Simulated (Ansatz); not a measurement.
**C₂H₇ClGaN: density, localisation and related maps**

```yaml
atoms:
  - { symbol: Ga, position_ang: [-0.3181, 0.1779, 1.0616] }
  - { symbol: N, position_ang: [0.4888, -1.1980, 0.2119] }
  - { symbol: C, position_ang: [0.8470, -1.2893, -1.1802] }
  - { symbol: C, position_ang: [-0.8987, 1.8672, 0.2884] }
  - { symbol: H, position_ang: [-0.5996, 1.9554, -0.7663] }
  - { symbol: Cl, position_ang: [-0.6239, -0.2349, 3.1659] }
  - { symbol: H, position_ang: [0.7281, -2.0196, 0.7562] }
  - { symbol: H, position_ang: [1.9335, -1.4275, -1.3345] }
  - { symbol: H, position_ang: [0.3348, -2.1196, -1.7018] }
  - { symbol: H, position_ang: [0.5683, -0.3646, -1.7098] }
  - { symbol: H, position_ang: [-1.9949, 1.9474, 0.3538] }
  - { symbol: H, position_ang: [-0.4653, 2.7056, 0.8548] }
```

All numbers below come from RKS PBE0-D4/def2-SVP (Ansatz).

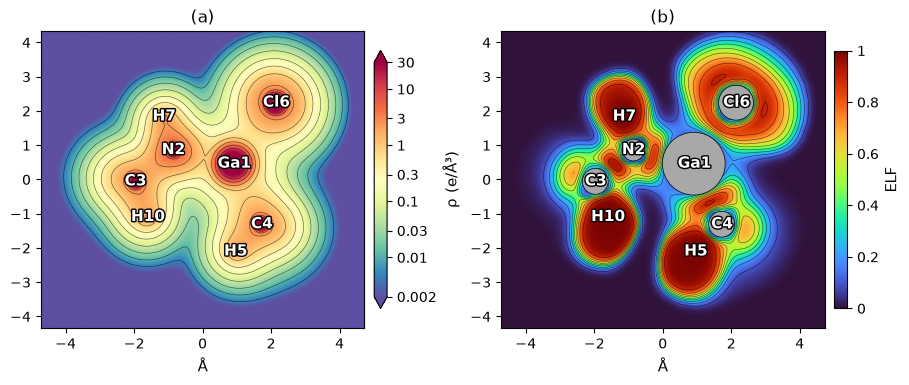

Figure 1. (a) total electron density; (b) electron localisation function on the plane of atoms C4, Ga1 and Cl6. Grey discs cover the atomic cores in the ELF map.

Read the bonding off the picture.

Answer. The plane passes through Ga, N, C, H and Cl nuclei. C–N (1.44 Å): ρ at the midpoint is about 1.9 e/Å³; the ELF peaks at about 0.95 between the atoms, as expected for a covalent bond. Ga–N (1.81 Å): ρ at the midpoint is about 0.93 e/Å³; the ELF peaks at about 0.85 in the valence shell of N, 0.6 Å from its nucleus, and is about 0.30 at the midpoint. C–Ga (1.95 Å): the density is about 0.82 e/Å³ at the midpoint; the ELF peaks at about 0.90 in the valence shell of C, 0.7 Å from its nucleus, and is about 0.60 at the midpoint. Ga–Cl (2.17 Å): ρ is about 0.65 e/Å³ halfway; the ELF peaks at about 0.85 in the valence shell of Cl, 0.9 Å from its nucleus, and is about 0.55 at the midpoint. N–H (1.01 Å): ρ at the midpoint is about 2.8 e/Å³; the ELF climbs to about 1 towards the hydrogen, as it does in any bond to H: an ordinary covalent bond to hydrogen. The ELF also peaks beside Cl6, away from the bonds: lone-pair regions.

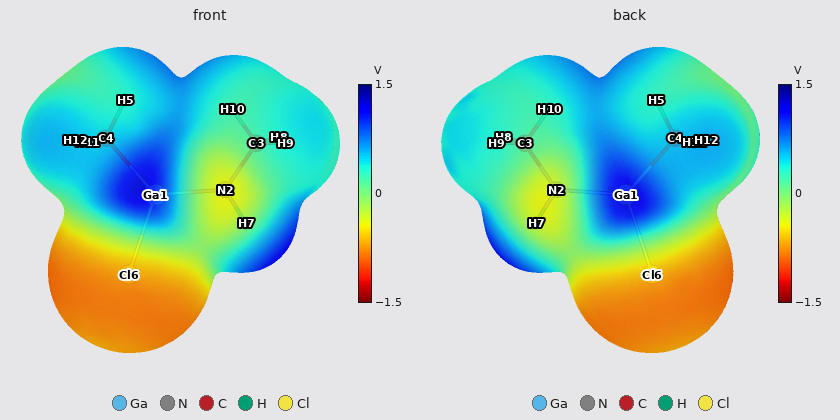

Figure 2. The molecular electrostatic potential painted on the density surface at 0.001 e/bohr³, seen from the front and from behind; the colour scale runs from red (negative) to blue (positive).

Where is the surface potential most negative and most positive?

Answer. The most negative region (about −0.9 V) lies over Cl6, the most positive (about +1.2 V) over Ga1.

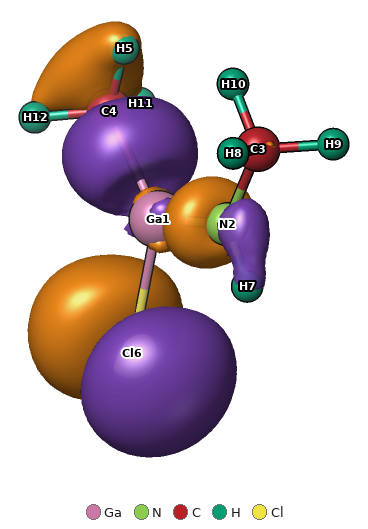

Figure 3. The HOMO−1 at ±0.1 Å⁻³ᐟ² (orange and purple are the two phases), seen at an oblique angle.

Where does this orbital lie, and at what energy?

Answer. By Hirshfeld shares it lies mainly on Cl6 (about 65 %), C4 (about 15 %) and Ga1 (about 10 %). Its energy is −8.13 eV.
